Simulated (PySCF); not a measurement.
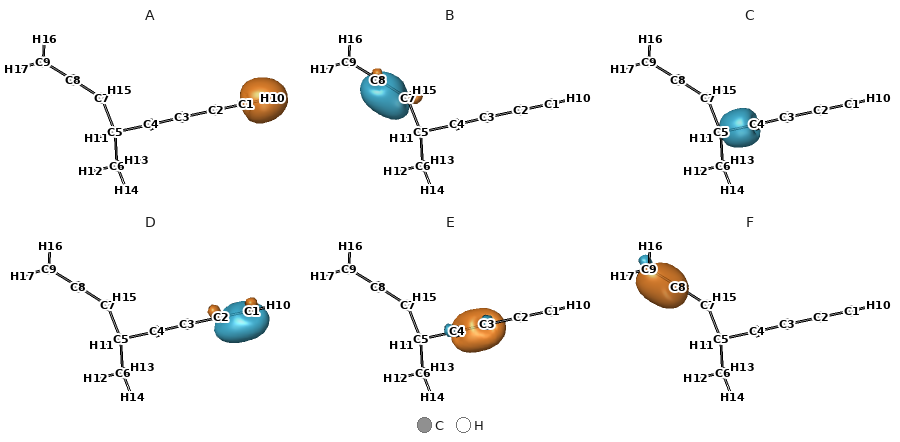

C9H8, SMILES `C#CC#CC(C)C=C=C`. Localised orbitals, occupied; each surface holds about 70 % of the orbital's density. Energies are diagonal elements of the Fock matrix.

Computed with PySCF, B3LYP/6-311+G**, geometry: GFN2-xTB. No frequency check shows the geometry to be a minimum.

Cartesian coordinates (Å):

```
C1      -4.2748    0.8980    0.0921
C2      -3.1357    0.5208   -0.0102
C3      -1.8521    0.0883   -0.1206
C4      -0.7179   -0.3054   -0.2458
C5       0.6509   -0.7713   -0.3357
C6       0.7337   -2.2597    0.0264
C7       1.5078    0.0495    0.6061
C8       2.4776    0.8106    0.2078
C9       3.4438    1.5567   -0.2222
H10     -5.2652    1.2299    0.1787
H11      1.0060   -0.6244   -1.3634
H12      1.7640   -2.6021   -0.0459
H13      0.3803   -2.4225    1.0429
H14      0.1188   -2.8485   -0.6513
H15      1.2575   -0.0307    1.6557
H16      3.2881    2.5918   -0.4820
H17      4.4503    1.1822   -0.3230
```

Question: What does each orbital represent in a Lewis picture?

Answer: By panel:
- A: σ bond C1–H10 (C1 59 %, H10 41 %; −15.3 eV)
- B: bent (banana) bond C7–C8 (C7 50 %, C8 48 %; −13.3 eV)
- C: σ bond C4–C5 (C4 52 %, C5 47 %; −16.4 eV)
- D: bent (banana) bond C1–C2 (C1 49 %, C2 49 %; −12.2 eV)
- E: bent (banana) bond C3–C4 (C3 50 %, C4 47 %; −12.3 eV)
- F: bent (banana) bond C9–C8 (C9 51 %, C8 48 %; −13.2 eV)

Question: Which localisation scheme gives orbitals like these: Pipek–Mezey, IBO or Foster–Boys?

Answer: Foster–Boys: it mixes σ and π into equivalent bent bonds, while the other two keep them apart.

Run time: 95 s on 1 thread of AMD EPYC (Zen 3), with other jobs on the host, peak memory 0.99 GiB.
